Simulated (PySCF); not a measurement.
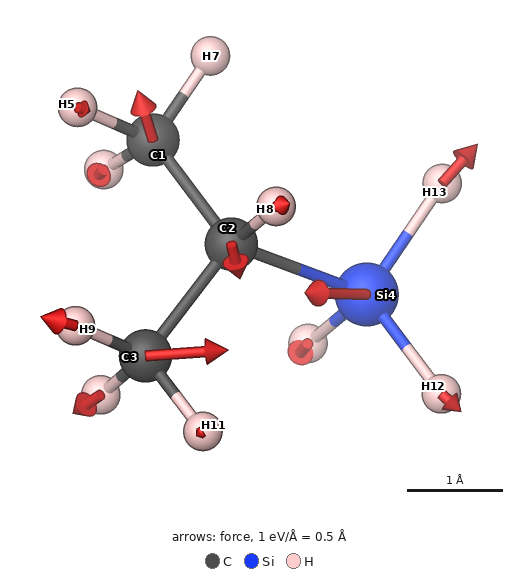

Starting geometry of C3H10Si with the computed forces as red arrows. The picture is a ball-and-stick view, seen at a tilt.

The start comes from GFN2-xTB. Its atoms were then displaced at random by about 0.01 Å.

All numbers below come from PBE0-D3(BJ)/def2-SVP geometry optimisation, gas phase in PySCF 2.14.0, density-fitted response routines. 

Is this structure relaxed? If not, where do the atoms go?

It isn't relaxed: the largest force vector, on the Si atom, is 2.15 eV/Å. The final displacements follow the starting forces only in part (cosine between the two patterns 0.67). After 3 geometry steps the energy has fallen by 4.12 kcal/mol. The atom that moves furthest after the best rigid fit is the Si atom (0.058 Å). Largest moves by element: Si 0.058 Å, H 0.045 Å, C 0.040 Å. Among the contacts that change: H–Si 1.437 → 1.497 Å, C–Si 1.946 → 1.895 Å, H–Si 1.468 → 1.497 Å, C–H 1.074 → 1.103 Å. Bond angles that change, for instance: H–C–H 110.8° → 107.1°, H–Si–H 111.8° → 108.4°, C–Si–H 107.7° → 110.9°. The run took 27 s on 1 thread of Arm Neoverse N1 (shared host).
